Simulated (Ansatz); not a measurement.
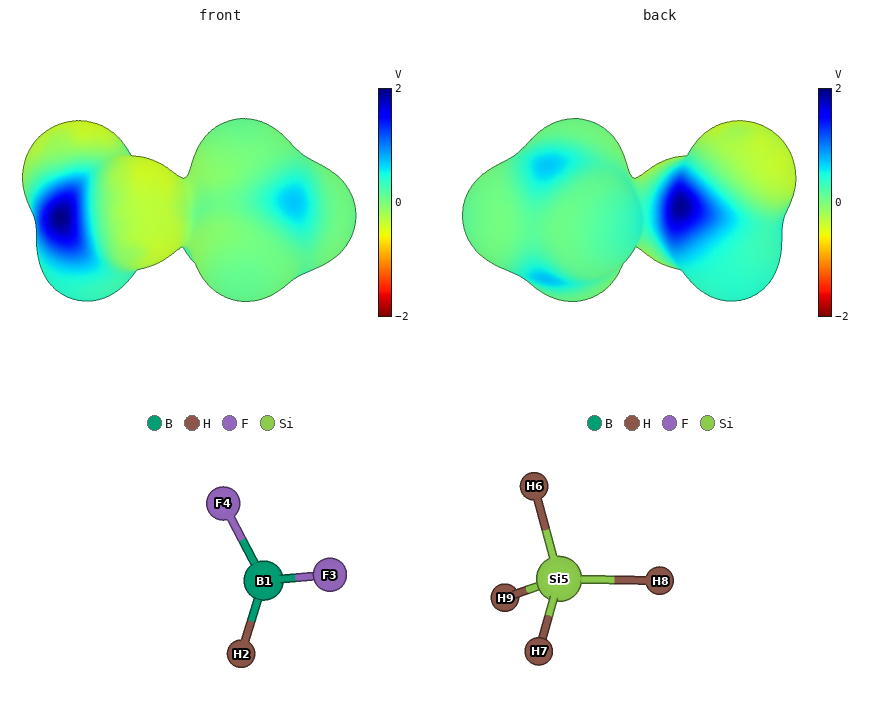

*BF2H···SiH4. The electrostatic potential painted on the density surface at 0.002 e/bohr³, seen from the front and from behind; red is negative and blue positive. The bare structure is drawn below in the same view.*

Theory: Ansatz 0.2.0, RKS PBE/6-31G*.

```json
{"atom": "B", "x (Å)": "-0.0196", "y (Å)": "1.0214", "z (Å)": "-0.3316"}
{"atom": "H", "x (Å)": "0.4932", "y (Å)": "1.7630", "z (Å)": "0.4601"}
{"atom": "F", "x (Å)": "0.5102", "y (Å)": "-0.1737", "z (Å)": "-0.5849"}
{"atom": "F", "x (Å)": "-1.1241", "y (Å)": "1.3684", "z (Å)": "-0.9802"}
{"atom": "Si", "x (Å)": "0.1248", "y (Å)": "-2.9525", "z (Å)": "1.3235"}
{"atom": "H", "x (Å)": "-0.5365", "y (Å)": "-3.1814", "z (Å)": "-0.0001"}
{"atom": "H", "x (Å)": "1.5919", "y (Å)": "-2.7282", "z (Å)": "1.1261"}
{"atom": "H", "x (Å)": "-0.0827", "y (Å)": "-4.1527", "z (Å)": "2.1978"}
{"atom": "H", "x (Å)": "-0.4816", "y (Å)": "-1.7540", "z (Å)": "1.9892"}
```

**Which sites attract a positive test charge, and which a negative one?**

A positive charge is drawn to the negative regions and a negative charge to the positive ones. The most negative region (about −0.4 V) lies over F3 and F4, the most positive (about +1.9 V) over B1.
